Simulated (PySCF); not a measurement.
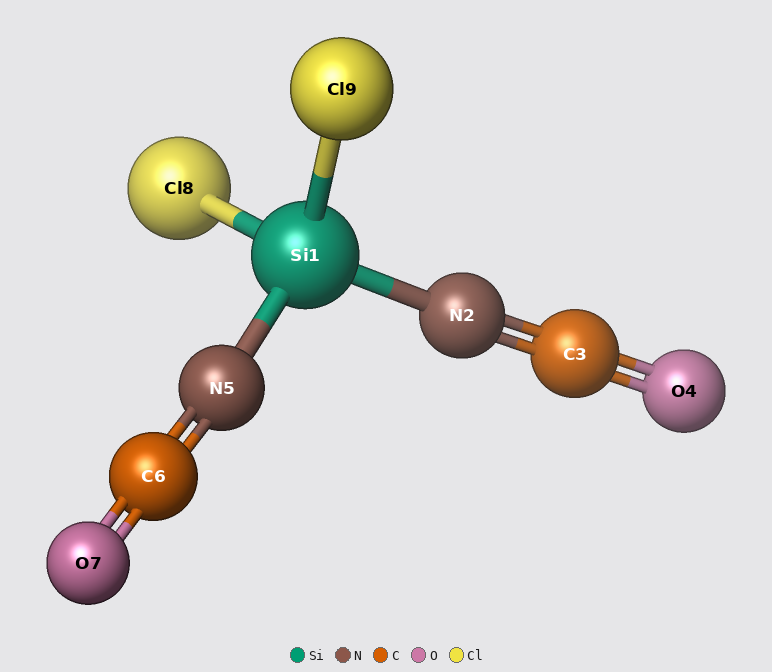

Computed geometry: PBE0-D3(BJ)/def2-SVP optimisation. No frequency run is at hand to confirm it as a minimum. Level of theory: delta-SCF UKS SCAN, pcX-2 on the ionised atom (unc-x2c-TZVPall on a metal), pcseg-1 elsewhere, spin-free X2C (PySCF 2.14.0).

Give the core-electron binding energies (to vacuum; p and d levels without spin–orbit splitting) of Si1 1s, Si1 2p, N2 1s, C3 1s, O4 1s, Cl8 1s, Cl8 2p.

| atom | level | binding energy (eV) |
| --- | --- | --- |
| Si1 | 1s | 1850.5 |
| Si1 | 2p | 110.4 |
| N2 | 1s | 406.3 |
| C3 | 1s | 295.8 |
| O4 | 1s | 540.1 |
| Cl8 | 1s | 2829.3 |
| Cl8 | 2p | 207.3 |
